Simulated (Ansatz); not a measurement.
# GePO (quartet): from Hartree-Fock to the top rungs, cc-pVDZ

How much of the correlation energy of GePO (quartet) does each wave-function method recover here?

Method: cc-pVDZ, core rule «outside noble gas», up to 20 orbitals frozen; program: Ansatz 0.2.0, Gaussian basis.

To be run: UHF; CCSD(T) on ROHF; CCSD(T) on UHF; BCCD(T) on ROHF; CISD as a restricted active space (open shells left free, so some higher excitations enter); CCSDT(Q) on ROHF; CCSDT(Q) on UHF.

31 further runs of the same task are left out: 8 for a known fault of the program, 14 that didn't finish, 9 set aside as unsound or not needed. Runs told in other sessions of the task aren't counted.

## (1) What is computed

The geometry is a PBE0/def2-TZVP stationary point (not a proven minimum) of the parent state, kept for this charge and spin. No spin-orbit coupling is included. The filled d shell of Ge may be among the frozen orbitals whatever the setting's name suggests.

3 atoms, charge 0, spin multiplicity 4.

Atoms are counted from 1 here; the program's logs count them from 0.

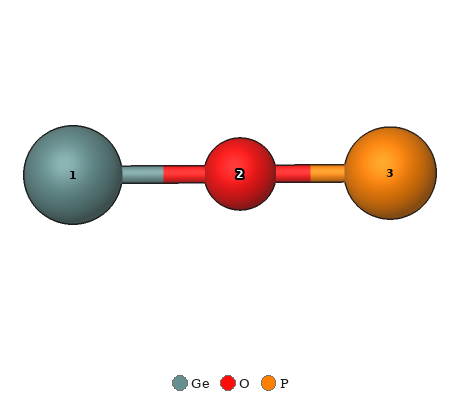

The structure; germanium teal, oxygen red, phosphorus orange; atoms are numbered from 1 in the order of the file.

In the tables R marks a restricted open-shell determinant and U an unrestricted one; energies count from the table's Hartree-Fock row.

## (2) UHF

in.yaml reads:

```yaml
crystal:
  periodic: [false, false, false]
  atoms:
    - {symbol: Ge, position_ang: [0.000000, 0.000000, 1.719200]}
    - {symbol: O, position_ang: [0.000000, 0.000000, -0.060500]}
    - {symbol: P, position_ang: [0.000000, 0.000000, -1.658700]}
basis:
  gaussian: {orbitals: cc-pVDZ}
magnetization: {spin_polarized: true, initial_magnetization: 3}
hamiltonian: {xc: hf}
output: {orbitals: {seedname: orbitals}}
```

Launch:

```bash
$ ansatz run in.yaml --threads 1 --pin off --events-out ev --progress --plain --max-ram 2393MiB
```

Log:

```text
Functional definition: HF
  name "HF"
  cite "Fock, Z. Phys. 61, 126 (1930) doi:10.1007/BF01340294"
  parent pbe
  exchange = exact_x
  correlation = 0
650 factors; integrals over basis functions are off by at most 6.8e-4 eV
mean field evaluation 1: about -67779.5589 eV, gradient 1.8e1 eV
mean field evaluation 2: about -67779.5656 eV, gradient 1.8e1 eV
mean field evaluation 4: about -67781.1480 eV, gradient 2.7e0 eV
mean field evaluation 8: about -67781.2402 eV, gradient 1.3e-1 eV
mean field evaluation 16: about -67781.1484 eV, gradient 2.7e0 eV
mean field -67781.24068014 eV, -2490.9146512201 hartree, gradient 1.1e-5 eV, S^2 3.791406; 0 other end points of the search recorded, 0 dependent functions left out
reference -67781.24068014 eV, -2490.9146512201 hartree; 29, 26 occupied and 30, 33 virtual orbitals, 650 factors
Total energy: -67781.24068014 eV, -2490.9146512201 hartree
```

Run time: 2.1 s. Hardware: 1 thread of Arm Neoverse V1, shared host.

From the report: ⟨S²⟩ of the determinant 3.791 (pure quartet: 3.75).

## (3) CCSD(T) on ROHF

in.yaml, as its differences from that of step 2:

```diff
@@ -8,4 +8,4 @@
   gaussian: {orbitals: cc-pVDZ}
-magnetization: {spin_polarized: true, initial_magnetization: 3}
-hamiltonian: {xc: hf}
-output: {orbitals: {seedname: orbitals}}
+magnetization: {spin_polarized: false, initial_magnetization: 3}
+correlation: {method: ccsd_t, electrons: outside_noble_gas}
+output: {forces: true}
```

The command is unchanged.

Log (excerpt; [...] marks lines left out):

```text
Functional definition: HF
  name "HF"
  cite "Fock, Z. Phys. 61, 126 (1930) doi:10.1007/BF01340294"
  parent pbe
[...]
650 factors; integrals over basis functions are off by at most 6.8e-4 eV
[...]
mean field -67780.96638478 eV, -2490.9045710516 hartree, gradient 2.9e-6 eV, S^2 3.750000; 8 other end points of the search recorded, 0 dependent functions left out
[...]
determinant -67780.96638478 eV, -2490.9045710516 hartree, with singles and doubles -67790.42735409 eV, -2491.2522552607 hartree
determinant -67777.64447678 eV, -2490.7824931843 hartree, with singles and doubles -67787.60145639 eV, -2491.1484054357 hartree
determinant -67777.47576896 eV, -2490.7762932863 hartree, with singles and doubles -67787.48802132 eV, -2491.1442367738 hartree
20 core orbitals not correlated: weight in the atoms' cores, before any rotation towards them, 0.993 or more for the frozen orbitals, at most 0.007 for the correlated occupied ones
reference -67780.96638478 eV, -2490.9045710516 hartree; 9, 6 occupied and 30, 33 virtual orbitals, 650 factors
second order -8.61702848 eV of doubles, -0.14060484 eV of singles
cycle   1  -9.46122057 eV  change   -2.5e-4 eV  update   2.7e-3
[...]
cycle   9  -9.46222702 eV  change    2.1e-7 eV  update   1.1e-6
perturbative correction -0.28220324 eV, -0.0103707778 hartree
[...]
Total energy: -67790.71081504 eV, -2491.2626722587 hartree
Atom 0 at     0.000000     0.000000     1.719200 Å, force    -0.000000    -0.000000     1.163451 eV/Å
Atom 1 at     0.000000     0.000000    -0.060500 Å, force    -0.000000     0.000000     1.018041 eV/Å
Atom 2 at     0.000000     0.000000    -1.658700 Å, force     0.000000     0.000000    -2.181492 eV/Å
Dipole moment:    -0.000000    -0.000000     0.182872 e Å
```

Wall time 14 s (1 thread of Arm Neoverse V1, shared host).

From the report: correlation -9.7444 eV; T1 0.030; largest double amplitude 0.06.

## (4) CCSD(T) on UHF

in.yaml, as its differences from that of step 3:

```diff
@@ -8,3 +8,3 @@
   gaussian: {orbitals: cc-pVDZ}
-magnetization: {spin_polarized: false, initial_magnetization: 3}
+magnetization: {spin_polarized: true, initial_magnetization: 3}
 correlation: {method: ccsd_t, electrons: outside_noble_gas}
```

The command is unchanged.

Log (excerpt; [...] marks lines left out):

```text
Functional definition: HF
  name "HF"
  cite "Fock, Z. Phys. 61, 126 (1930) doi:10.1007/BF01340294"
  parent pbe
[...]
650 factors; integrals over basis functions are off by at most 6.8e-4 eV
[...]
mean field -67781.24068014 eV, -2490.9146512201 hartree, gradient 2.1e-6 eV, S^2 3.791406; 4 other end points of the search recorded, 0 dependent functions left out
determinant -67781.24068014 eV, -2490.9146512201 hartree, with singles and doubles -67790.43445116 eV, -2491.2525160733 hartree
determinant -67777.93851628 eV, -2490.7932989364 hartree, with singles and doubles -67787.66012175 eV, -2491.1505613481 hartree
20 core orbitals not correlated: weight in the atoms' cores, before any rotation towards them, 0.993 or more for the frozen orbitals, at most 0.008 for the correlated occupied ones
reference -67781.24068014 eV, -2490.9146512201 hartree; 9, 6 occupied and 30, 33 virtual orbitals, 650 factors
second order -8.43845952 eV of doubles, -0.00000000 eV of singles
cycle   1  -9.19414325 eV  change   -3.7e-4 eV  update   3.0e-3
[...]
cycle  10  -9.19586086 eV  change   -9.9e-7 eV  update   6.0e-7
perturbative correction -0.27676935 eV, -0.0101710861 hartree
[...]
Total energy: -67790.71331035 eV, -2491.2627639597 hartree
Atom 0 at     0.000000     0.000000     1.719200 Å, force    -0.000000    -0.000000     1.162874 eV/Å
Atom 1 at     0.000000     0.000000    -0.060500 Å, force     0.000000     0.000000     1.016359 eV/Å
Atom 2 at     0.000000     0.000000    -1.658700 Å, force     0.000000     0.000000    -2.179233 eV/Å
Dipole moment:    -0.000000     0.000000     0.182687 e Å
```

It took 11 s on 1 thread of Arm Neoverse V1, shared host.

From the report: ⟨S²⟩ of the determinant 3.791 (pure quartet: 3.75); correlation -9.4726 eV; T1 0.028; largest double amplitude 0.06.

## (5) BCCD(T) on ROHF

in.yaml, as its differences from that of step 4:

```diff
@@ -8,4 +8,3 @@
   gaussian: {orbitals: cc-pVDZ}
-magnetization: {spin_polarized: true, initial_magnetization: 3}
-correlation: {method: ccsd_t, electrons: outside_noble_gas}
-output: {forces: true}
+magnetization: {spin_polarized: false, initial_magnetization: 3}
+correlation: {method: bccd_t, electrons: outside_noble_gas}
```

Same command.

Log (excerpt; [...] marks lines left out):

```text
Functional definition: HF
  name "HF"
  cite "Fock, Z. Phys. 61, 126 (1930) doi:10.1007/BF01340294"
  parent pbe
[...]
650 factors; integrals over basis functions are off by at most 6.8e-4 eV
[...]
mean field -67780.96638478 eV, -2490.9045710516 hartree, gradient 2.9e-6 eV, S^2 3.750000; 8 other end points of the search recorded, 0 dependent functions left out
[...]
determinant -67780.96638478 eV, -2490.9045710516 hartree, with singles and doubles -67790.42735409 eV, -2491.2522552607 hartree
determinant -67777.64447678 eV, -2490.7824931843 hartree, with singles and doubles -67787.60145639 eV, -2491.1484054357 hartree
determinant -67777.47576896 eV, -2490.7762932863 hartree, with singles and doubles -67787.48802132 eV, -2491.1442367738 hartree
20 core orbitals not correlated: weight in the atoms' cores, before any rotation towards them, 0.993 or more for the frozen orbitals, at most 0.007 for the correlated occupied ones
reference -67780.96638478 eV, -2490.9045710516 hartree; 9, 6 occupied and 30, 33 virtual orbitals, 650 factors
second order -8.61702848 eV of doubles, -0.14060484 eV of singles
cycle   1  -9.42554945 eV  change    3.5e-2 eV  update   1.6e-2
[...]
cycle  10  -9.43081229 eV  change    6.7e-6 eV  update   7.5e-6
perturbative correction -0.32015250 eV, -0.0117653874 hartree
Total energy: -67790.71734957 eV, -2491.2629123981 hartree
```

Run time: 10 s. Hardware: 1 thread of Arm Neoverse V1, shared host.

From the report: correlation -9.7510 eV; largest double amplitude 0.06.

## (6) CISD as a restricted active space (open shells left free, so some higher excitations enter)

in.yaml, as its differences from that of step 5:

```diff
@@ -9,2 +9,2 @@
 magnetization: {spin_polarized: false, initial_magnetization: 3}
-correlation: {method: bccd_t, electrons: outside_noble_gas}
+correlation: {active_space: {ras: {orbitals: [6, 3, 30], electrons: 15, max_holes: 2, max_particles: 2}, fixed_orbitals: true}}
```

Same command.

Log:

```text
Functional definition: HF
  name "HF"
  cite "Fock, Z. Phys. 61, 126 (1930) doi:10.1007/BF01340294"
  parent pbe
  exchange = exact_x
  correlation = 0
650 factors; integrals over basis functions are off by at most 6.8e-4 eV
mean field evaluation 1: about -67779.3433 eV, gradient 2.6e1 eV
mean field evaluation 2: about -67779.3500 eV, gradient 2.6e1 eV
mean field evaluation 4: about -67780.9300 eV, gradient 3.3e0 eV
mean field evaluation 8: about -67780.9663 eV, gradient 1.2e-1 eV
mean field evaluation 16: about -67780.7309 eV, gradient 3.0e0 eV
mean field evaluation 32: about -67777.4758 eV, gradient 2.8e-6 eV
mean field evaluation 64: about -67780.9187 eV, gradient 2.8e0 eV
mean field -67780.96638478 eV, -2490.9045710516 hartree, gradient 2.9e-6 eV, S^2 3.750000; 7 other end points of the search recorded, 0 dependent functions left out
reference -67780.96638478 eV, -2490.9045710516 hartree; 29, 26 occupied and 30, 33 virtual orbitals, 650 factors
state -67789.45333307 eV, -2491.2164606485 hartree
Total energy: -67789.45333307 eV, -2491.2164606485 hartree
```

It took 27 s on 1 thread of Arm Neoverse V1, shared host.

From the report: 108,502 determinants.

## (7) CCSDT(Q) on ROHF

in.yaml, as its differences from that of step 6:

```diff
@@ -9,2 +9,2 @@
 magnetization: {spin_polarized: false, initial_magnetization: 3}
-correlation: {active_space: {ras: {orbitals: [6, 3, 30], electrons: 15, max_holes: 2, max_particles: 2}, fixed_orbitals: true}}
+correlation: {method: ccsdt_q, electrons: outside_noble_gas}
```

The command is unchanged.

Log (excerpt; [...] marks lines left out):

```text
Functional definition: HF
  name "HF"
  cite "Fock, Z. Phys. 61, 126 (1930) doi:10.1007/BF01340294"
  parent pbe
[...]
1101 factors; integrals over basis functions are off by at most 2.5e-7 eV
[...]
mean field -67780.96666471 eV, -2490.9045813387 hartree, gradient 1.2e-6 eV, S^2 3.750000; 7 other end points of the search recorded, 0 dependent functions left out
[...]
determinant -67780.96666471 eV, -2490.9045813387 hartree, with singles and doubles -67790.42764403 eV, -2491.2522659157 hartree
determinant -67777.64477782 eV, -2490.7825042473 hartree, with singles and doubles -67787.60167727 eV, -2491.1484135530 hartree
determinant -67777.47605788 eV, -2490.7763039037 hartree, with singles and doubles -67787.48830444 eV, -2491.1442471783 hartree
20 core orbitals not correlated: weight in the atoms' cores, before any rotation towards them, 0.993 or more for the frozen orbitals, at most 0.007 for the correlated occupied ones
reference -67780.96666471 eV, -2490.9045813387 hartree; 9, 6 occupied and 30, 33 virtual orbitals, 1101 factors
second order -8.61704182 eV of doubles, -0.14060514 eV of singles
cycle   1  -8.99739856 eV  change   -2.4e-1 eV  update   1.2e-1
[...]
cycle  19  -9.76872766 eV  change   -6.9e-7 eV  update   1.1e-6
perturbative correction -0.02628497 eV, -0.0009659549 hartree
Total energy: -67790.76167734 eV, -2491.2645414135 hartree
```

Run time: 63 s. Hardware: 1 thread of Arm Neoverse V1, shared host; peak memory 0.75 GiB.

From the report: correlation -9.7950 eV; T1 0.032; largest double amplitude 0.06.

## (8) CCSDT(Q) on UHF

in.yaml, as its differences from that of step 7:

```diff
@@ -8,3 +8,3 @@
   gaussian: {orbitals: cc-pVDZ}
-magnetization: {spin_polarized: false, initial_magnetization: 3}
+magnetization: {spin_polarized: true, initial_magnetization: 3}
 correlation: {method: ccsdt_q, electrons: outside_noble_gas}
```

Same command.

Log (excerpt; [...] marks lines left out):

```text
Functional definition: HF
  name "HF"
  cite "Fock, Z. Phys. 61, 126 (1930) doi:10.1007/BF01340294"
  parent pbe
[...]
1101 factors; integrals over basis functions are off by at most 2.5e-7 eV
[...]
mean field -67781.24096172 eV, -2490.9146615678 hartree, gradient 1.8e-6 eV, S^2 3.791407; 3 other end points of the search recorded, 0 dependent functions left out
determinant -67781.24096172 eV, -2490.9146615678 hartree, with singles and doubles -67790.43474108 eV, -2491.2525267276 hartree
determinant -67777.93881537 eV, -2490.7933099278 hartree, with singles and doubles -67787.66020369 eV, -2491.1505643594 hartree
20 core orbitals not correlated: weight in the atoms' cores, before any rotation towards them, 0.993 or more for the frozen orbitals, at most 0.008 for the correlated occupied ones
reference -67781.24096172 eV, -2490.9146615678 hartree; 9, 6 occupied and 30, 33 virtual orbitals, 1101 factors
second order -8.43846926 eV of doubles, -0.00000000 eV of singles
cycle   1  -8.68994267 eV  change   -2.5e-1 eV  update   1.2e-1
[...]
cycle  19  -9.49799596 eV  change    1.7e-7 eV  update   1.5e-6
perturbative correction -0.03170055 eV, -0.0011649737 hartree
Total energy: -67790.77065823 eV, -2491.2648714551 hartree
```

Wall time 50 s (1 thread of Arm Neoverse V1, shared host); peak memory 0.57 GiB.

From the report: ⟨S²⟩ of the determinant 3.791 (pure quartet: 3.75); correlation -9.5297 eV; T1 0.030; largest double amplitude 0.07.

## (9) All levels against the top one

The yardstick is UCCSDT(Q), where the cluster series has nearly closed. Rows without a time are mean-field rows or come out of runs for another level: lower rungs of the coupled-cluster runs, or the Hartree-Fock search. The times of RCCSD(T), UCCSD(T) include forces.

Differences are taken before rounding.

```tsv
method	energy from the lowest ROHF (meV)	from UCCSDT(Q) (meV)	time
ROHF	0.0	+9804.3	
UHF	-274.3	+9530.0	
RMP2	-8757.6	+1046.6	
UMP2	-8712.8	+1091.5	
RCCSD	-9462.2	+342.0	
UCCSD	-9470.2	+334.1	
RCCSD(T)	-9744.4	+59.8	14 s
UCCSD(T)	-9746.9	+57.3	11 s
BCCD(T)	-9751.0	+53.3	10 s
RCCSDT	-9769.0	+35.3	
UCCSDT	-9772.6	+31.7	
RCCSDT(Q)	-9795.3	+9.0	63 s
UCCSDT(Q)	-9804.3	0	50 s
```

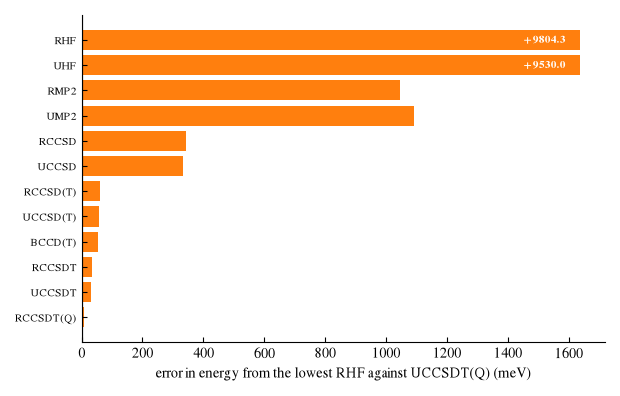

How far each level lands from UCCSDT(Q). Bars with a number in them are cut short.

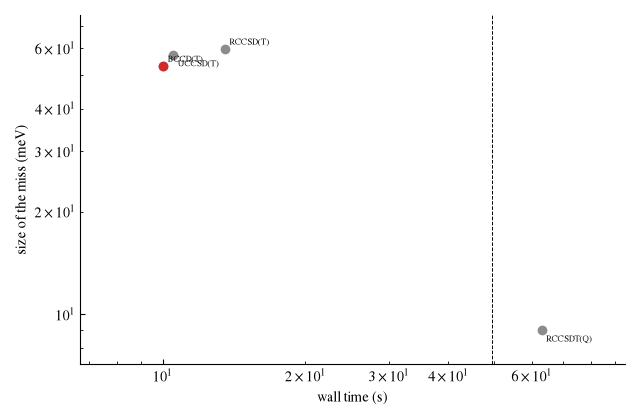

Accuracy for the time spent; red marks the levels that beat every quicker one drawn (of those quicker than the yardstick), and the dashed line is the time of UCCSDT(Q). Times are from a shared host.

Not comparable, so not listed: CISD as a restricted active space (open shells left free, so some higher excitations enter) (they don't share determinant, frozen orbitals or solution with the rows shown, or repeat one).

## (10) Outcome

```
                         quantity                      value
    UCCSDT(Q) from the ROHF energy                 -9.8043 eV
              RMP2 from UCCSDT(Q)                +1046.6 meV
              UMP2 from UCCSDT(Q)                +1091.5 meV
             RCCSD from UCCSDT(Q)                 +342.0 meV
          RCCSD(T) from UCCSDT(Q)                  +59.8 meV
          UCCSD(T) from UCCSDT(Q)                  +57.3 meV
         RCCSDT(Q) from UCCSDT(Q)                   +9.0 meV
levels within 1 kcal/mol (43 meV)  RCCSDT, UCCSDT, RCCSDT(Q)
                    T1 diagnostic                      0.030
```

What this shows: RCCSD(T) misses by +59.8 meV, 0.6 % of the correlation energy. These misses are within one basis, not against nature; the frozen cores of restricted and unrestricted runs differ, which can shift their rows.

BCCD(T) reaches 53.3 meV from the reference in 10 s, where UCCSDT(Q) took 50 s.
